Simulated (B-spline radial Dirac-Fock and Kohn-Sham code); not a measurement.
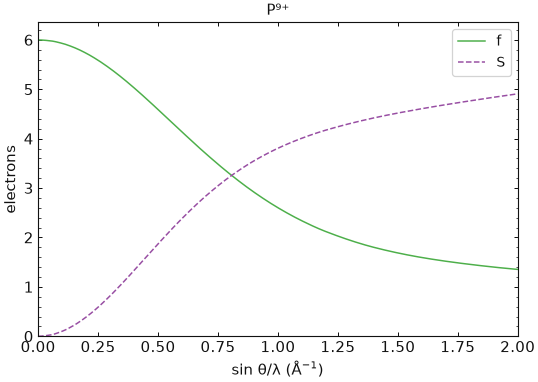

The X-ray form factor f and the incoherent scattering function S against sin θ/λ. Species: the ion P⁹⁺ in the configuration [He] 2s2 2p2. The calculation used the spherical Dirac–Fock density (average of configuration), S by Waller and Hartree (a radial B-spline solver).

Summarise the result.

f starts at 6, the number of electrons, falls to half near sin θ/λ = 0.88 Å⁻¹, and is 4.59 at sin θ/λ = 0.50 Å⁻¹ and 2.60 at sin θ/λ = 1.00 Å⁻¹. S rises from 0 to 1.87 at sin θ/λ = 0.50 Å⁻¹ and tends to 6. The initial fall is set by Σ⟨r²⟩ = 0.944 bohr².
